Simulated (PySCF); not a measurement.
**Cl$_{3}$Ga, SMILES `Cl[Ga](Cl)Cl`: what the electrons do**

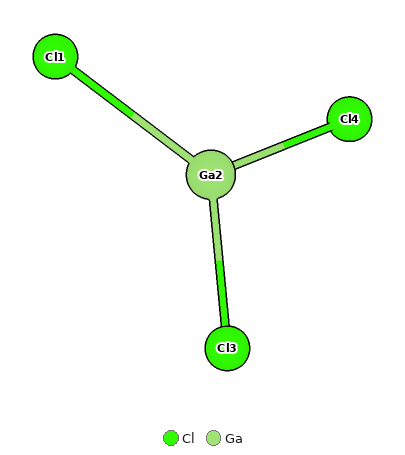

The molecule, with its atoms numbered as below. No frequency check shows the geometry to be a minimum.

Geometry (Å), atoms numbered from 1:

```
Cl1      1.5238   -1.4293    0.0000
Ga2     -0.0007    0.0000    0.0000
Cl3      0.4765    2.0340    0.0000
Cl4     -1.9991   -0.6047    0.0000
```

### 1. Bonding charge

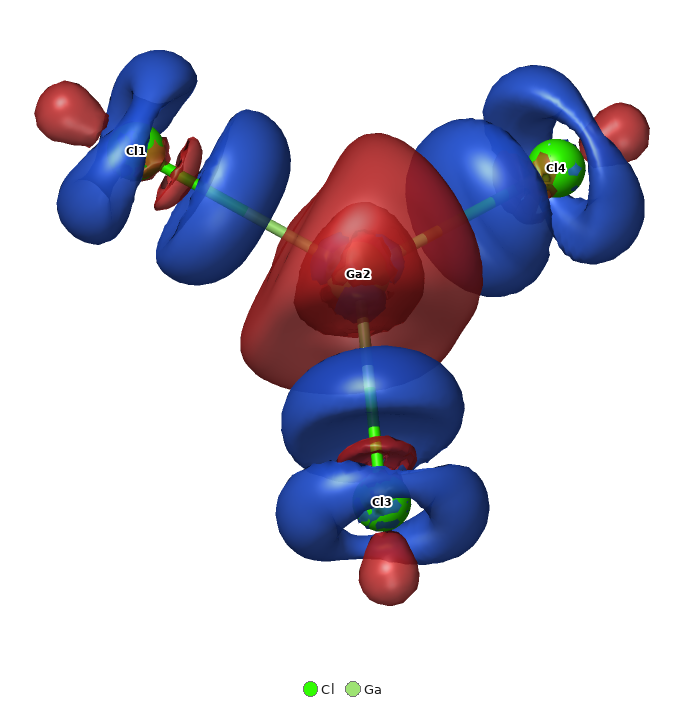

Deformation density (molecule less spherical, spin-averaged free atoms at the same positions), surfaces at ±0.05 e/Å³; blue: gain, red: loss.

Computed with PySCF, ωB97X/def2-TZVP, geometry: GFN2-xTB.

**Describe the bonding that the map shows.**

Ga2–Cl4, Ga2–Cl3 and Cl1–Ga2: +0.10 e/Å³ at the bond critical point (bond length 2.09 Å, Mayer order 1.2). In all, 1.0 electrons gather in the regions of gain relative to the promolecule. A small or negative value marks a very polar bond, one between electron-rich atoms, whose free-atom densities already overlap strongly, a long bond to a heavier atom, or a closed-shell contact such as a hydrogen bond.

**Where do the Hirshfeld charges lie?**

The highest Hirshfeld charge is on Ga2 (+0.49 e), the lowest on Cl1, Cl3 and Cl4 (−0.16 e).

| atom | charge (e) |
| --- | --- |
| Cl1 | −0.16 |
| Ga2 | +0.49 |
| Cl3 | −0.16 |
| Cl4 | −0.16 |

### 2. Electrostatic potential

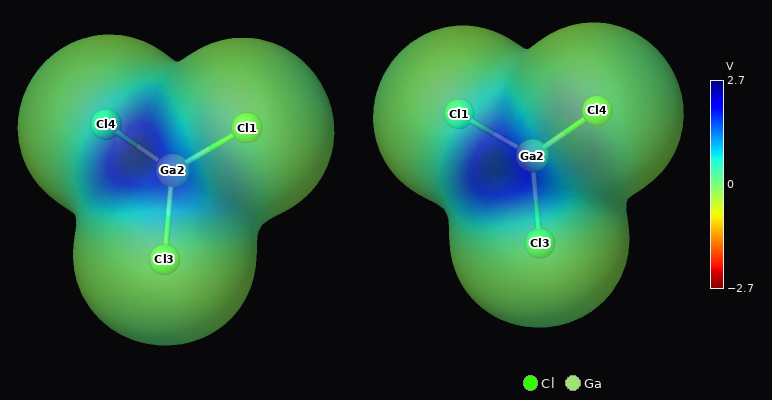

Electrostatic potential on the surface of electron density 0.001 a.u. (back view left, front view right).

**Where are the extremes of the potential on the surface?**

Highest: 2.70 V, off the molecular plane, over Ga2 (1.9 Å), and at like points elsewhere. Further maxima include 0.14 V, 2.0 Å from Cl4, and at like points elsewhere. Lowest: −0.23 V, 2.1 Å from Cl3, and at like points elsewhere. The surface is sampled at points, so like sites can differ by a few per cent and only the strongest of them is named.

**Does Cl4 carry a σ-hole?**

Yes: a local maximum of +0.14 V lies on the extension of the Ga2–Cl4 bond.

### 3. In an electric field

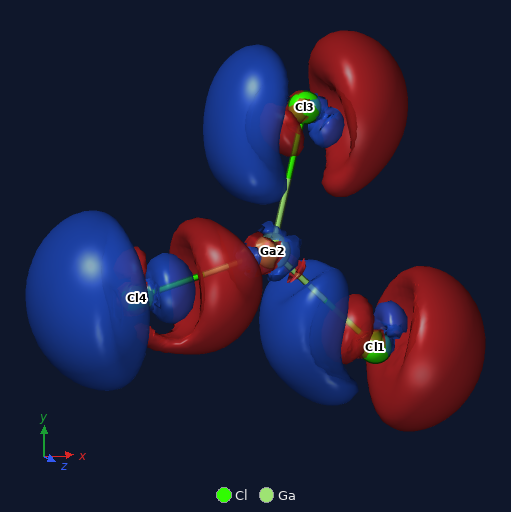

Change of the electron density in a uniform field of 0.21 V/Å, surfaces at ±0.0015 e/Å³ (blue: gain, red: loss).

Level of theory: ωB97X/def2-TZVP (PySCF), at a geometry from GFN2-xTB. A basis without diffuse functions makes polarisabilities too small.

**Along which Cartesian direction does the field point?**

Along +x: electrons gather on the −x side, against the field.

**How large is the response?**

The induced dipole is 0.67 D (along the field); α along this axis, from the fields in both directions, is 66 bohr³ (9.8 Å³).

**Which atoms gain and lose the most charge?**

Electrons gather most on Cl4 (Hirshfeld charge changes by −0.022 e) and leave Cl1 most (+0.017 e); 0.053 electrons are displaced in all.

The PySCF runs shown took 11 s and 22 s on 1 thread of Intel(R) Xeon(R) 6975P-C (Granite Rapids), with other jobs on the host.
